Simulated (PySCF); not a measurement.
**Energy and gradient calculation, with input and output: BF$_{2}$ (charge +1)**

The run: energy and gradient calculation of BF$_{2}$, charge +1, SMILES F[B+]F. Method and program: B3LYP/6-31G*, RKS (PySCF 2.14.0).

The geometry comes from this level: PBE0-D4/def2-TZVP. Figures and captions count atoms from 1; the log counts them from 0 in places.

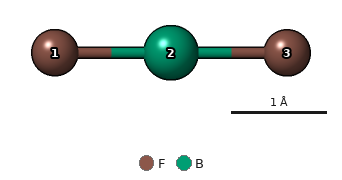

Figure 1. The structure as given in the input (ball-and-stick view, seen on its broad side; atoms are numbered from 1 in the order of the input).

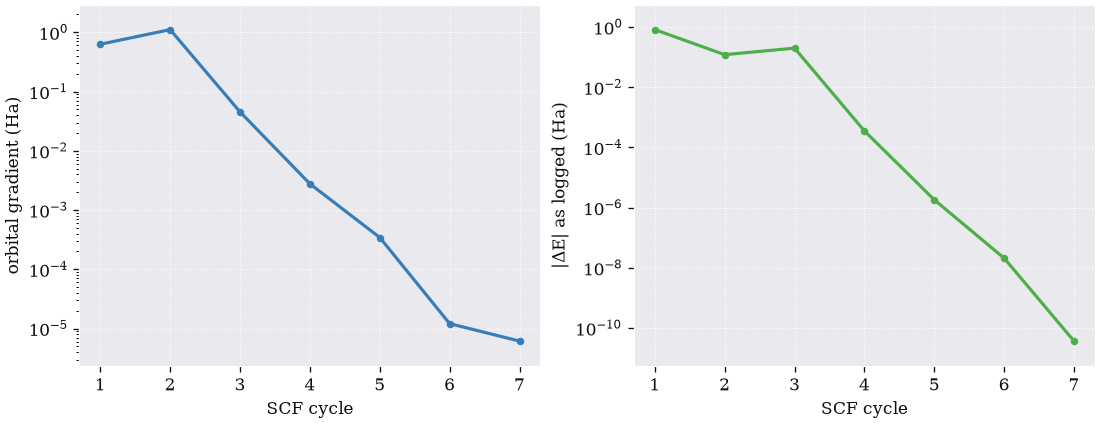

Figure 2. Convergence of the self-consistent field: orbital gradient and size of the energy change against the SCF cycle. The residual falls almost steadily, with no more than small rises.

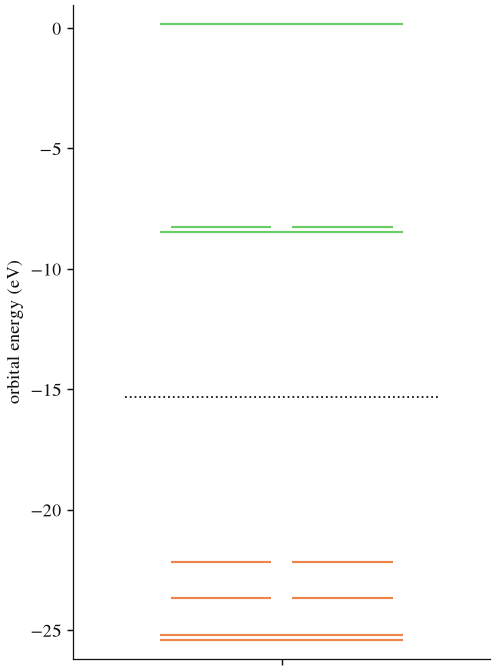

Figure 3. Orbital energies near the frontier; the dotted line parts filled from empty levels, and levels within 0.02 eV of each other stand side by side. Highest filled −22.16 eV, lowest empty −8.48 eV, 13.68 eV apart.

The input that produced these results follows, with the program's output.

Input (calc.py):
```python
import pyscf.grad
from pyscf import gto, dft

mol = gto.M(
    atom='F 0.329710 1.140520 0.307700; B 0.000000 -0.000000 0.000000; F -0.329720 -1.140520 -0.307700',
    spin=0,
    charge=1,
    basis='6-31g*',
    max_memory=1860,
    verbose=4,
)

myscf = dft.RKS(mol)
myscf.xc = 'b3lyp'
myscf.grids.level = 5
myscf.conv_tol = 1e-10
myscf.kernel()
if not myscf.converged:
    myscf = myscf.newton().run(myscf.mo_coeff, myscf.mo_occ)

e_tot = myscf.e_tot
print(f'total energy: {e_tot:.8f} hartree')
grad = myscf.Gradients().kernel()
myscf.analyze()
```

Launch command:
```bash
OMP_NUM_THREADS=1 python calc.py
```

Log:
```
PySCF version 2.14.0

[INPUT] num. atoms = 3
[INPUT] num. electrons = 22
[INPUT] charge = 1
[INPUT] spin (= nelec alpha-beta = 2S) = 0
[INPUT] symmetry False subgroup None
[INPUT] Mole.unit = angstrom
[INPUT] Symbol           X                Y                Z      unit          X                Y                Z       unit  Magmom
[INPUT]  1 F      0.329710000000   1.140520000000   0.307700000000 AA    0.623061600530   2.155270439589   0.581468728529 Bohr   0.0
[INPUT]  2 B      0.000000000000   0.000000000000   0.000000000000 AA    0.000000000000   0.000000000000   0.000000000000 Bohr   0.0
[INPUT]  3 F     -0.329720000000  -1.140520000000  -0.307700000000 AA   -0.623080497792  -2.155270439589  -0.581468728529 Bohr   0.0

nuclear repulsion = 56.306969313719
number of shells = 18
number of NR pGTOs = 81
number of NR cGTOs = 42
basis = 6-31g*
ecp = {}

******** <class 'pyscf.dft.rks.RKS'> ********
method = RKS
initial guess = minao
damping factor = 0
level_shift factor = 0
DIIS = <class 'pyscf.scf.diis.CDIIS'>
diis_start_cycle = 1
diis_space = 8
diis_damp = 0
SCF conv_tol = 1e-10
SCF conv_tol_grad = None
SCF max_cycles = 50
direct_scf = True
direct_scf_tol = 1e-13
XC library pyscf.dft.libxc version 7.0.0
    S. Lehtola, C. Steigemann, M. J.T. Oliveira, and M. A.L. Marques.,  SoftwareX 7, 1–5 (2018)
XC functionals = b3lyp
    P. J. Stephens, F. J. Devlin, C. F. Chabalowski, and M. J. Frisch.,  J. Phys. Chem. 98, 11623 (1994)
radial grids:
    Treutler-Ahlrichs [JCP 102, 346 (1995); DOI:10.1063/1.469408] (M4) radial grids

becke partition: Becke, JCP 88, 2547 (1988); DOI:10.1063/1.454033
pruning grids: <function nwchem_prune>
grids dens level: 5
symmetrized grids: False
atomic radii adjust function: <function treutler_atomic_radii_adjust>
small_rho_cutoff = 0
Set gradient conv threshold to 1e-05
Initial guess from minao.
tot grids = 130920
init E= -224.990609292749
  HOMO = -0.556888799747079  LUMO = -0.0525561863089745  gap/eV = 13.72359
cycle= 1 E= -224.169250911875  delta_E= 0.821  |g|= 0.629  |ddm|= 2.02
  HOMO = -0.744763222726357  LUMO = -0.332103878995212  gap/eV = 11.22903
cycle= 2 E= -224.047777312993  delta_E= 0.121  |g|= 1.11  |ddm|= 0.93
  HOMO = -0.826480089088255  LUMO = -0.323025791943272  gap/eV = 13.69969
cycle= 3 E= -224.246851128602  delta_E= -0.199  |g|= 0.0453  |ddm|= 0.534
  HOMO = -0.814232377222021  LUMO = -0.311432553713341  gap/eV = 13.68188
cycle= 4 E= -224.247204737739  delta_E= -0.000354  |g|= 0.00277  |ddm|= 0.0304
  HOMO = -0.814409031167568  LUMO = -0.311741488496066  gap/eV = 13.67828
cycle= 5 E= -224.247206559865  delta_E= -1.82e-06  |g|= 0.000344  |ddm|= 0.00252
  HOMO = -0.81442603263994  LUMO = -0.311720392395693  gap/eV = 13.67932
cycle= 6 E= -224.247206580727  delta_E= -2.09e-08  |g|= 1.21e-05  |ddm|= 0.000253
  HOMO = -0.814427148676956  LUMO = -0.311722246170028  gap/eV = 13.67930
cycle= 7 E= -224.247206580764  delta_E= -3.68e-11  |g|= 6.14e-06  |ddm|= 1.46e-05
  HOMO = -0.814427125984771  LUMO = -0.311721983953865  gap/eV = 13.67930
Extra cycle  E= -224.247206580752  delta_E= 1.21e-11  |g|= 1.07e-05  |ddm|= 8.06e-06
converged SCF energy = -224.247206580752
total energy: -224.24720658 hartree

******** <class 'pyscf.grad.rks.Gradients'> for <class 'pyscf.dft.rks.RKS'> ********
unit = Eh/Bohr
grid_response = False
--------------- RKS gradients ---------------
         x                y                z
0 F    -0.0031252130    -0.0108062514    -0.0029215040
1 B     0.0000020898     0.0000056212     0.0000015166
2 F     0.0031231220     0.0108006297     0.0029199885
----------------------------------------------
**** SCF Summaries ****
Total Energy =                        -224.247206580751936
Nuclear Repulsion Energy =              56.306969313719023
One-electron Energy =                 -414.754959170296843
Two-electron Energy =                  134.200783275825870
Two-electron Coulomb Energy =          158.915153387198046
DFT Exchange-Correlation Energy =      -24.714370111372190
HOMO-LUMO gap [eV] =                    13.679303674041909
**** MO energy ****
MO #1   energy= -25.1131603968856  occ= 2
MO #2   energy= -25.1131139254742  occ= 2
MO #3   energy= -7.29473971196899  occ= 2
MO #4   energy= -1.6339841501114   occ= 2
MO #5   energy= -1.62845945525165  occ= 2
MO #6   energy= -0.933991067880474 occ= 2
MO #7   energy= -0.926458581875384 occ= 2
MO #8   energy= -0.869899670552185 occ= 2
MO #9   energy= -0.86989964077039  occ= 2
MO #10  energy= -0.814427166276647 occ= 2
MO #11  energy= -0.814427125984771 occ= 2
MO #12  energy= -0.311721983953865 occ= 0
MO #13  energy= -0.303391589447013 occ= 0
MO #14  energy= -0.303391575842191 occ= 0
MO #15  energy= 0.00571433300124813 occ= 0
MO #16  energy= 0.0785684877587196 occ= 0
MO #17  energy= 0.0785684938400353 occ= 0
MO #18  energy= 0.202216629782734  occ= 0
MO #19  energy= 0.459738373268073  occ= 0
MO #20  energy= 0.797611616183599  occ= 0
MO #21  energy= 0.797611714874447  occ= 0
MO #22  energy= 0.801760695105683  occ= 0
MO #23  energy= 0.801760701092316  occ= 0
MO #24  energy= 0.820977253577038  occ= 0
MO #25  energy= 0.915219622934357  occ= 0
MO #26  energy= 0.967707078584561  occ= 0
MO #27  energy= 0.96770708699891   occ= 0
MO #28  energy= 1.03826840213854   occ= 0
MO #29  energy= 1.03826849737611   occ= 0
MO #30  energy= 1.38176528787683   occ= 0
MO #31  energy= 1.44529062247895   occ= 0
MO #32  energy= 1.44529062638584   occ= 0
MO #33  energy= 1.62443955103543   occ= 0
MO #34  energy= 1.62443955511757   occ= 0
MO #35  energy= 1.71179423180197   occ= 0
MO #36  energy= 1.76423049392084   occ= 0
MO #37  energy= 1.76423049735335   occ= 0
MO #38  energy= 2.10001256934607   occ= 0
MO #39  energy= 2.5395197871441    occ= 0
MO #40  energy= 2.53951979797258   occ= 0
MO #41  energy= 3.02964770373258   occ= 0
MO #42  energy= 3.30883813827068   occ= 0
 ** Mulliken pop on meta-lowdin orthogonal AOs  **
 ** Mulliken pop  **
pop of  0 F 1s            1.99997
pop of  0 F 2s            1.72820
pop of  0 F 3s            0.00164
pop of  0 F 2px           1.77605
pop of  0 F 2py           1.72015
pop of  0 F 2pz           1.77671
pop of  0 F 3px           0.00213
pop of  0 F 3py           0.00201
pop of  0 F 3pz           0.00214
pop of  0 F 3dxy          0.00548
pop of  0 F 3dyz          0.00526
pop of  0 F 3dz^2         0.00296
pop of  0 F 3dxz          0.00069
pop of  0 F 3dx2-y2       0.00763
pop of  1 B 1s            1.99958
pop of  1 B 2s            0.46789
pop of  1 B 3s            0.01059
pop of  1 B 2px           0.41981
pop of  1 B 2py           0.54384
pop of  1 B 2pz           0.41835
pop of  1 B 3px           0.01346
pop of  1 B 3py           0.03894
pop of  1 B 3pz           0.01316
pop of  1 B 3dxy          0.00391
pop of  1 B 3dyz          0.00397
pop of  1 B 3dz^2         0.00125
pop of  1 B 3dxz          0.00063
pop of  1 B 3dx2-y2       0.00258
pop of  2 F 1s            1.99997
pop of  2 F 2s            1.72820
pop of  2 F 3s            0.00164
pop of  2 F 2px           1.77605
pop of  2 F 2py           1.72014
pop of  2 F 2pz           1.77671
pop of  2 F 3px           0.00213
pop of  2 F 3py           0.00201
pop of  2 F 3pz           0.00214
pop of  2 F 3dxy          0.00548
pop of  2 F 3dyz          0.00526
pop of  2 F 3dz^2         0.00296
pop of  2 F 3dxz          0.00069
pop of  2 F 3dx2-y2       0.00763
 ** Mulliken atomic charges  **
charge of    0F =     -0.03101
charge of    1B =      1.06202
charge of    2F =     -0.03101

WARN: System has nonzero charge 1; the dipole moment is origin-dependent.
Location of origin: [0. 0. 0.]

Dipole moment(X, Y, Z, Debye):  0.00000, -0.00002, -0.00001
```

Summary:

```tsv
quantity	value
outcome	converged
total energy	−224.247207 hartree
basis functions	42
largest force	0.598 eV/Å
HOMO	−22.16 eV
LUMO	−8.48 eV
hardware	1 thread of Arm Neoverse V1, 24 GiB of memory available, shared host
wall time	4.5 s
peak memory	0.45 GiB
```

Remarks:

Further notes kept with the run: dipole of an ion depends on the origin.
